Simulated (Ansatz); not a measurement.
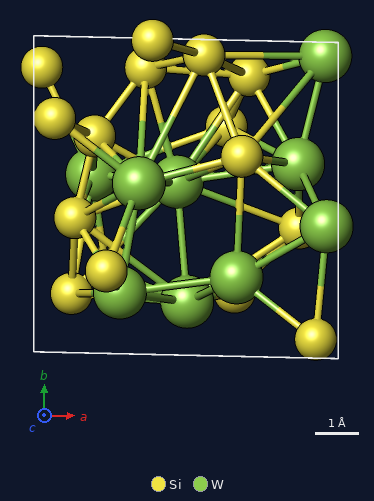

Starting frame of a dynamics run of an amorphous cell of composition Si5W3 (24 atoms in the cell). It starts from the last geometry of an earlier run, with fresh velocities. The picture is a ball-and-stick view of the simulation cell, seen along the c axis. Bonds to atoms that aren't drawn are left out.

These are results of DFT PBE, scalar-relativistic, plane waves, PAW (Ansatz), not measurements.

The input:
```yaml
crystal:
  lattice:
    - [7.204199, -0.081882, 0.007051]
    - [-0.081882, 7.490234, 0.162359]
    - [0.007051, 0.162359, 7.495186]
  atoms:
    - { symbol: Si, position: [0.7075938963, 0.8894771314, 0.3014159888] }
    - { symbol: Si, position: [0.0683876722, 0.7397370082, 0.8087336763] }
    - { symbol: Si, position: [0.1996399276, 0.6870979158, 0.5051560776] }
    - { symbol: Si, position: [0.1233499862, 0.1873188163, 0.316912317] }
    - { symbol: Si, position: [0.926219668, 0.059247062, 0.8110541694] }
    - { symbol: Si, position: [0.6330134505, 0.7273552097, 0.0555355698] }
    - { symbol: Si, position: [0.3674383953, 0.9066846143, 0.4259743556] }
    - { symbol: Si, position: [0.5591020725, 0.9510906182, 0.6627830701] }
    - { symbol: Si, position: [0.389757066, 0.9938772334, 0.9794893509] }
    - { symbol: Si, position: [0.0257961632, 0.9008826026, 0.0739651121] }
    - { symbol: Si, position: [0.2376664349, 0.2609843161, 0.9998211505] }
    - { symbol: Si, position: [0.6592407363, 0.2028481286, 0.0557405468] }
    - { symbol: Si, position: [0.1346655298, 0.4271720647, 0.4752953898] }
    - { symbol: Si, position: [0.6838397272, 0.6331487536, 0.7747056109] }
    - { symbol: Si, position: [0.8730518523, 0.4105015221, 0.256249874] }
    - { symbol: W, position: [0.1913166194, 0.5654333708, 0.0932834635] }
    - { symbol: W, position: [0.4705979608, 0.5480337355, 0.3721108657] }
    - { symbol: W, position: [0.9578205361, 0.9565573905, 0.4909990839] }
    - { symbol: W, position: [0.3449766776, 0.5406431609, 0.7531405507] }
    - { symbol: W, position: [0.8685443831, 0.6123989816, 0.4732360435] }
    - { symbol: W, position: [0.9622224511, 0.4178767293, 0.851016613] }
    - { symbol: W, position: [0.6660173253, 0.2500673236, 0.6986393067] }
    - { symbol: W, position: [0.2825742971, 0.194034031, 0.7000952427] }
    - { symbol: W, position: [0.5036418812, 0.1694727944, 0.3619790858] }
  symmetry: { detect: false }
basis:
  ecutwfc: 420
  xc_grid: 1
kpoints:
  mp_grid: { grid: [1, 1, 1], shift: [0.25, 0.25, 0.25] }
hamiltonian:
  xc: pbe
scf:
  occupations: { method: fermi_dirac, width: 0.1224 }
  lower_state_search: "off"
  convergence: { dr2_threshold: 1.0e-05 }
output:
  forces: true
  stress: true
md:
  timestep: 3.0
  n_steps: 50
  ensemble: nvt_langevin
  friction: 0.015
  temperature: 1420.0
  initial_velocities: maxwell_boltzmann
  seed: 9308
```

Command:
```bash
ansatz run input.yaml --threads 2 --pin off --max-ram 5120MiB --backend cpu --events-out ev --progress --plain --runs-dir out
```

### What does the trajectory do?

Over the second half the temperature averages 1468 K (spread ±123 K). The temperature is still falling (1814 K in the second quarter, 1457 K in the last), so the run isn't equilibrated. The potential energy in the second half lies on average 133 meV per atom below the first frame. The mean pressure there is −0.5 GPa. Root-mean-square distances from the starting positions over the second half, with the common drift of all atoms taken out: Si 0.70 Å, W 0.36 Å. The run lasts only 150 fs, too short to tell vibration from diffusion. Bond changes: 3 Si–Si bonds form between 57 fs and 141 fs.

Along the run (each row but the first and the last is the mean over the interval that it begins):

```json
{"time (fs)": "0.0", "potential energy (meV/atom)": "0.0", "T (K)": "1361", "p (GPa)": "1.2"}
{"time (fs)": "15.0", "potential energy (meV/atom)": "-44.8", "T (K)": "1610", "p (GPa)": "0.6"}
{"time (fs)": "30.0", "potential energy (meV/atom)": "-117.6", "T (K)": "1982", "p (GPa)": "0.2"}
{"time (fs)": "45.0", "potential energy (meV/atom)": "-131.5", "T (K)": "1826", "p (GPa)": "0.8"}
{"time (fs)": "60.0", "potential energy (meV/atom)": "-133.6", "T (K)": "1585", "p (GPa)": "1.0"}
{"time (fs)": "75.0", "potential energy (meV/atom)": "-143.0", "T (K)": "1606", "p (GPa)": "0.1"}
{"time (fs)": "90.0", "potential energy (meV/atom)": "-140.2", "T (K)": "1462", "p (GPa)": "-1.1"}
{"time (fs)": "105.0", "potential energy (meV/atom)": "-114.6", "T (K)": "1302", "p (GPa)": "-0.8"}
{"time (fs)": "120.0", "potential energy (meV/atom)": "-120.3", "T (K)": "1470", "p (GPa)": "-0.5"}
{"time (fs)": "135.0", "potential energy (meV/atom)": "-143.8", "T (K)": "1508", "p (GPa)": "-0.1"}
{"time (fs)": "150.0", "potential energy (meV/atom)": "-158.0", "T (K)": "1440", "p (GPa)": "0.0"}
```

The paths of the atoms:

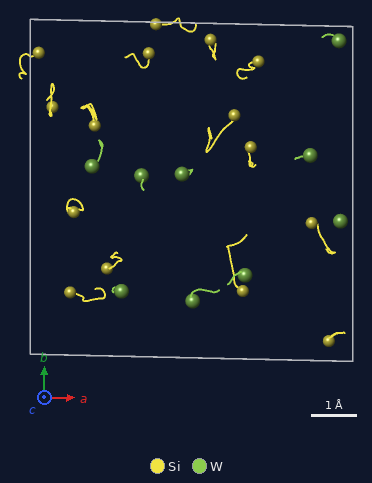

Limits of the set-up: the periodic images lie only 7.2 Å apart, so the values are limited by the cell's size.

Cost: 5.2 min on 2 threads of AMD EPYC (Zen 3), on a shared host, peak memory 0.62 GiB.
